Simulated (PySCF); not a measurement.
**Geometry relaxation, with input and output: C$_{2}$H$_{3}$Al (part 1 of 2)**

C$_{2}$H$_{3}$Al, computed with B3LYP/6-31G**, RKS, sfX2C (PySCF 2.14.0).

The atoms were displaced at random from an optimised geometry. Figures and captions count atoms from 1; the log counts them from 0 in places.

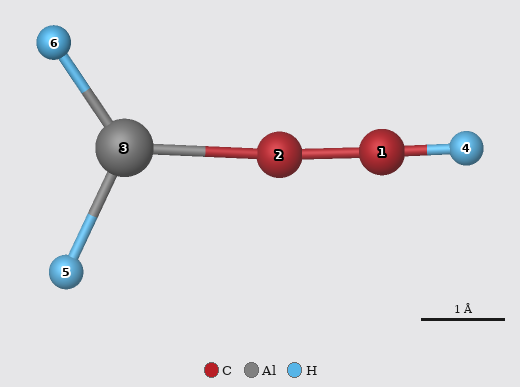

Figure 1. The starting structure (ball-and-stick view, seen on its broad side; atoms are numbered from 1 in the order of the input). Sticks mark near contacts. Bond lengths as drawn: Al–C 1.89 Å, Al–H 1.55 to 1.68 Å, C–C 1.24 Å and C–H 1.02 Å.

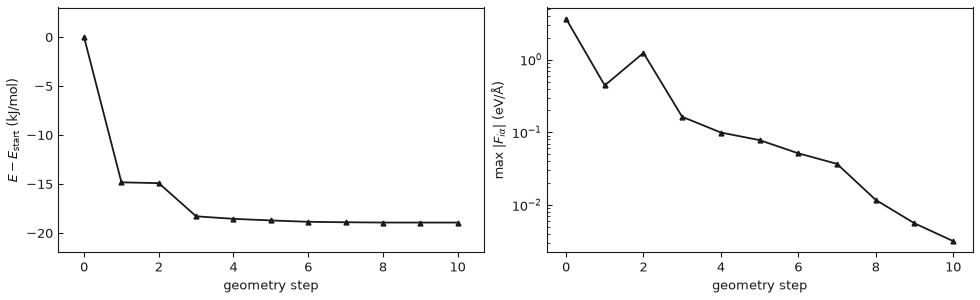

Figure 2. Progress of the relaxation, step by step (steps are counted from 0).

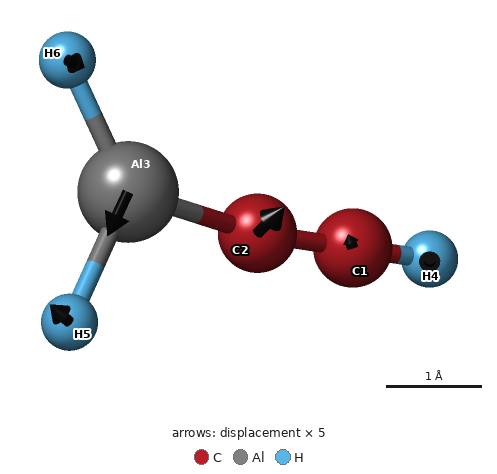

Figure 3. The starting structure with the displacements as black arrows, magnified 5 times (ball-and-stick view, seen at a tilt). The two geometries are laid on each other by the best rigid fit. Over 10 geometry steps the energy falls by 18.9 kJ/mol. Largest force component: 3.7 eV/Å at the start, 0.0032 eV/Å at the end. The largest move after the best rigid fit is that of Al3, 0.10 Å. Largest moves by element: Al 0.10 Å, C 0.09 Å, H 0.06 Å. Among the contacts that change: Al3–H5 1.675 → 1.581 Å, C1–H4 1.022 → 1.068 Å, Al3–H6 1.545 → 1.581 Å, C1–C2 1.243 → 1.219 Å. Among the angles that change: C1–C2–Al3 171.0° → 179.9°, C2–Al3–H6 126.8° → 119.0°, C2–Al3–H5 111.5° → 118.9°. (Atoms are counted from 1 in the order of the input.)

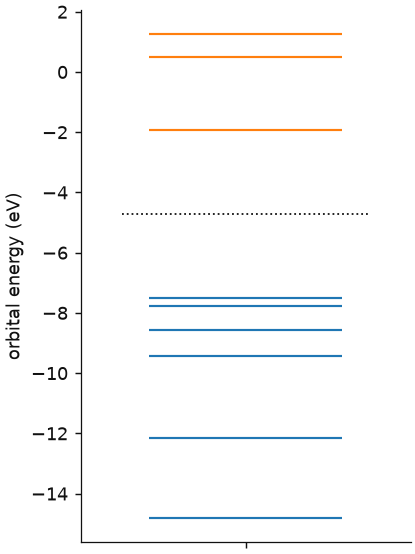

Figure 4. Orbital energies near the frontier; the dotted line parts filled from empty levels, and levels within 0.02 eV of each other stand side by side. Highest filled −7.49 eV, lowest empty −1.94 eV, 5.55 eV apart.

These pictures come from the run below.

## The input (job.py)
```python
from pyscf import gto, dft
from pyscf.geomopt.geometric_solver import kernel as optimise

mol = gto.Mole()
mol.atom = '''
C     -0.766704    -1.648931    -0.314728
C     -0.165445    -0.578211    -0.123679
Al     0.483786     1.157350     0.245540
H     -1.244980    -2.542551    -0.449425
H      1.353313     1.774229    -1.046922
H      0.419510     1.900207     1.598800
'''
mol.max_memory = 1860
mol.verbose = 3
mol.basis = '6-31g**'
mol.charge = 0
mol.build()

ks = dft.RKS(mol, xc='b3lyp')
ks = ks.sfx2c1e()
ks = ks.density_fit(auxbasis='def2-universal-jkfit')
converged, mol_eq = optimise(ks, maxsteps=100)
print('converged:', converged)
print(mol_eq.tostring())

ks.reset(mol_eq)
mol = mol_eq
ks.kernel()
e_final = ks.e_tot
print('E = %.10f Eh' % e_final)
```

Launched with:
```bash
OMP_NUM_THREADS=1 python job.py
```

## Output
```
#|     Arguments passed to driver run_optimizer():      |#
customengine              <pyscf.geomopt.geometric_solver.PySCFEngine object>
maxiter                   100
----------------------------------------------------------
Custom engine selected.
Bonds will be generated from interatomic distances less than 1.20 times sum of covalent radii
18 internal coordinates being used (instead of 18 Cartesians)
Internal coordinate system (atoms numbered from 1):
Distance 1-2
Distance 1-4
Distance 2-3
Distance 3-5
Distance 3-6
Angle 2-3-6
Angle 5-3-6
LinearAngleX 2-1-4
LinearAngleY 2-1-4
LinearAngleX 1-2-3
LinearAngleY 1-2-3
Out-of-Plane 3-2-5-6
Translation-X 1-6
Translation-Y 1-6
Translation-Z 1-6
Rotation-A 1-6
Rotation-B 1-6
Rotation-C 1-6
<class 'geometric.internal.Distance'> : 5
<class 'geometric.internal.Angle'> : 2
<class 'geometric.internal.LinearAngle'> : 4
<class 'geometric.internal.OutOfPlane'> : 1
<class 'geometric.internal.TranslationX'> : 1
<class 'geometric.internal.TranslationY'> : 1
<class 'geometric.internal.TranslationZ'> : 1
<class 'geometric.internal.RotationA'> : 1
<class 'geometric.internal.RotationB'> : 1
<class 'geometric.internal.RotationC'> : 1
> ===== Optimization Info: ====
> Job type: Energy minimization
> Maximum number of optimization cycles: 100
> Initial / maximum trust radius (Angstrom): 0.100 / 0.300
> Convergence Criteria:
> Will converge when all 5 criteria are reached:
>  |Delta-E| < 1.00e-06
>  RMS-Grad  < 3.00e-04
>  Max-Grad  < 4.50e-04
>  RMS-Disp  < 1.20e-03
>  Max-Disp  < 1.80e-03
> === End Optimization Info ===

Geometry optimization cycle 1
Cartesian coordinates (Angstrom)
 Atom        New coordinates             dX        dY        dZ
   C  -0.766704  -1.648931  -0.314728    0.000000  0.000000  0.000000
   C  -0.165445  -0.578211  -0.123679    0.000000  0.000000  0.000000
  Al   0.483786   1.157350   0.245540    0.000000  0.000000  0.000000
   H  -1.244980  -2.542551  -0.449425    0.000000  0.000000  0.000000
   H   1.353313   1.774229  -1.046922    0.000000  0.000000  0.000000
   H   0.419510   1.900207   1.598800    0.000000  0.000000  0.000000

WARN: Mole.unit (angstrom) is changed to Bohr

converged SCF energy = -320.790458811433
--------------- DFsfX2C1eRKS_Scanner gradients ---------------
         x                y                z
0 C    -0.0402129344    -0.0712451353    -0.0129783346
1 C     0.0293426409     0.0406016685     0.0014016278
2 Al    -0.0225945711    -0.0056641738     0.0300115284
3 H     0.0181594997     0.0354643268     0.0068239677
4 H     0.0112856595     0.0035609972    -0.0162781338
5 H     0.0040304487    -0.0027008797    -0.0089808712
----------------------------------------------
cycle 1: E = -320.790458811  dE = -320.79  norm(grad) = 0.113839
Step    0 : Gradient = 4.647e-02/8.283e-02 (rms/max) Energy = -320.7904588114
Hessian Eigenvalues: 4.50000e-02 5.00000e-02 5.00000e-02 ... 2.50000e-01 4.39461e-01 8.59701e-01

Geometry optimization cycle 2
Cartesian coordinates (Angstrom)
 Atom        New coordinates             dX        dY        dZ
   C  -0.775984  -1.638747  -0.284160   -0.009280  0.010184  0.030568
   C  -0.138311  -0.614868  -0.118682    0.027134 -0.036657  0.004997
  Al   0.633575   1.096233   0.194177    0.149789 -0.061117 -0.051363
   H  -1.310765  -2.552842  -0.422162   -0.065785 -0.010291  0.027263
   H   1.331097   1.909068  -0.995400   -0.022216  0.134839  0.051522
   H   0.339442   1.862582   1.535822   -0.080068 -0.037625 -0.062978
converged SCF energy = -320.796102985141
--------------- DFsfX2C1eRKS_Scanner gradients ---------------
         x                y                z
0 C     0.0004170037     0.0046064963     0.0002783077
1 C    -0.0014582907    -0.0026453404    -0.0019015488
2 Al     0.0030452036    -0.0085964483     0.0083692831
3 H     0.0000388323    -0.0004661294     0.0005049033
4 H    -0.0006837728     0.0053126771    -0.0030242461
5 H    -0.0013524023     0.0017771006    -0.0042206132
----------------------------------------------
cycle 2: E = -320.796102985  dE = -0.00564417  norm(grad) = 0.0157652
Step    1 : Displace = 1.083e-01/1.697e-01 (rms/max) Trust = 1.000e-01 (=) Grad = 6.436e-03/1.238e-02 (rms/max) E (change) = -320.7961029851 (-5.644e-03) Quality = 0.641
Hessian Eigenvalues: 4.99997e-02 5.00000e-02 5.00000e-02 ... 2.50025e-01 4.27819e-01 8.52956e-01

Geometry optimization cycle 3
Cartesian coordinates (Angstrom)
 Atom        New coordinates             dX        dY        dZ
   C  -0.777156  -1.637732  -0.273765   -0.001173  0.001015  0.010396
   C  -0.194739  -0.584011  -0.136629   -0.056428  0.030856 -0.017947
  Al   0.526858   1.165654   0.112900   -0.106717  0.069421 -0.081277
   H  -1.271235  -2.591876  -0.400661    0.039530 -0.039034  0.021501
   H   1.393218   1.896162  -0.952387    0.062122 -0.012906  0.043014
   H   0.401581   1.813618   1.559802    0.062139 -0.048964  0.023980
converged SCF energy = -320.796133924501
--------------- DFsfX2C1eRKS_Scanner gradients ---------------
         x                y                z
0 C     0.0111516410     0.0240629736     0.0034502885
1 C    -0.0046483505    -0.0167664881     0.0002659806
2 Al    -0.0025872834     0.0038381334    -0.0122853156
3 H    -0.0049597690    -0.0094853717    -0.0014197496
4 H    -0.0014399576    -0.0019696135     0.0079637260
5 H     0.0024734278     0.0003180231     0.0020167837
----------------------------------------------
cycle 3: E = -320.796133925  dE = -3.09394e-05  norm(grad) = 0.0372382
Step    2 : Displace = 8.509e-02/1.509e-01 (rms/max) Trust = 1.000e-01 (=) Grad = 1.520e-02/2.674e-02 (rms/max) E (change) = -320.7961339245 (-3.094e-05) Quality = 0.016
Hessian Eigenvalues: 4.99999e-02 5.00000e-02 5.00000e-02 ... 2.50533e-01 4.37505e-01 8.65758e-01

Geometry optimization cycle 4
Cartesian coordinates (Angstrom)
 Atom        New coordinates             dX        dY        dZ
   C  -0.775287  -1.637861  -0.283299    0.001869 -0.000129 -0.009535
   C  -0.183563  -0.582794  -0.123157    0.011176  0.001217  0.013472
  Al   0.557901   1.149740   0.162276    0.031043 -0.015914  0.049376
   H  -1.269217  -2.575808  -0.425826    0.002018  0.016068 -0.025165
   H   1.364082   1.860502  -0.994946   -0.029136 -0.035660 -0.042560
   H   0.384959   1.848219   1.574466   -0.016622  0.034601  0.014663
converged SCF energy = -320.797423281273
--------------- DFsfX2C1eRKS_Scanner gradients ---------------
         x                y                z
0 C    -0.0013274155     0.0009792114     0.0001995154
1 C     0.0031821785    -0.0000135589    -0.0002521844
2 Al    -0.0021846356    -0.0007190193    -0.0016071153
3 H    -0.0006433375    -0.0013810507    -0.0000757940
4 H     0.0002519920     0.0002313038     0.0010506255
5 H     0.0007220023     0.0009018479     0.0006823994
----------------------------------------------
cycle 4: E = -320.797423281  dE = -0.00128936  norm(grad) = 0.00511578
Step    3 : Displace = 4.195e-02/6.378e-02 (rms/max) Trust = 4.255e-02 (-) Grad = 2.089e-03/3.192e-03 (rms/max) E (change) = -320.7974232813 (-1.289e-03) Quality = 1.175
Hessian Eigenvalues: 4.99999e-02 5.00000e-02 5.00000e-02 ... 2.49956e-01 4.29723e-01 9.09730e-01

Geometry optimization cycle 5
Cartesian coordinates (Angstrom)
 Atom        New coordinates             dX        dY        dZ
   C  -0.773703  -1.634033  -0.283986    0.001584  0.003828 -0.000687
   C  -0.189435  -0.577013  -0.115666   -0.005872  0.005781  0.007491
  Al   0.568266   1.147921   0.174529    0.010365 -0.001819  0.012253
   H  -1.261492  -2.571052  -0.435614    0.007726  0.004756 -0.009788
   H   1.354687   1.843816  -1.007374   -0.009395 -0.016686 -0.012428
   H   0.380451   1.852501   1.577770   -0.004508  0.004282  0.003305
converged SCF energy = -320.797522295256
--------------- DFsfX2C1eRKS_Scanner gradients ---------------
         x                y                z
0 C    -0.0013939875     0.0006402751     0.0001982432
1 C     0.0019328425    -0.0008658658    -0.0008664175
2 Al    -0.0007288139    -0.0004428877     0.0006360297
3 H     0.0002869985     0.0001806763     0.0001205340
4 H    -0.0001681350     0.0000327771     0.0000152707
5 H     0.0000735337     0.0004518592    -0.0001010728
----------------------------------------------
cycle 5: E = -320.797522295  dE = -9.9014e-05  norm(grad) = 0.00302316
Step    4 : Displace = 1.385e-02/2.302e-02 (rms/max) Trust = 6.017e-02 (+) Grad = 1.234e-03/2.288e-03 (rms/max) E (change) = -320.7975222953 (-9.901e-05) Quality = 1.209
Hessian Eigenvalues: 4.99965e-02 5.00000e-02 5.00000e-02 ... 2.50540e-01 4.47981e-01 9.15820e-01

Geometry optimization cycle 6
Cartesian coordinates (Angstrom)
 Atom        New coordinates             dX        dY        dZ
   C  -0.774007  -1.632923  -0.282432   -0.000304  0.001110  0.001554
   C  -0.204411  -0.568442  -0.110215   -0.014976  0.008570  0.005450
  Al   0.568377   1.151614   0.174523    0.000111  0.003693 -0.000006
   H  -1.251357  -2.573751  -0.439743    0.010134 -0.002699 -0.004129
   H   1.357966   1.838128  -1.012919    0.003279 -0.005688 -0.005545
   H   0.382000   1.847829   1.580326    0.001549 -0.004671  0.002556
converged SCF energy = -320.79758362856
--------------- DFsfX2C1eRKS_Scanner gradients ---------------
         x                y                z
0 C    -0.0015202733    -0.0000914028     0.0001777570
1 C     0.0014451108    -0.0006184733    -0.0004648701
2 Al    -0.0003236789     0.0001867545     0.0010277301
3 H     0.0005251076     0.0005497947     0.0000498377
4 H     0.0000265934     0.0000940333    -0.0004792854
5 H    -0.0001518328    -0.0001241861    -0.0003037625
----------------------------------------------
cycle 6: E = -320.797583629  dE = -6.13333e-05  norm(grad) = 0.0026804
Step    5 : Displace = 9.800e-03/1.809e-02 (rms/max) Trust = 8.509e-02 (+) Grad = 1.094e-03/1.639e-03 (rms/max) E (change) = -320.7975836286 (-6.133e-05) Quality = 1.524
Hessian Eigenvalues: 4.28954e-02 5.00000e-02 5.00000e-02 ... 2.51422e-01 4.46691e-01 9.17034e-01
```
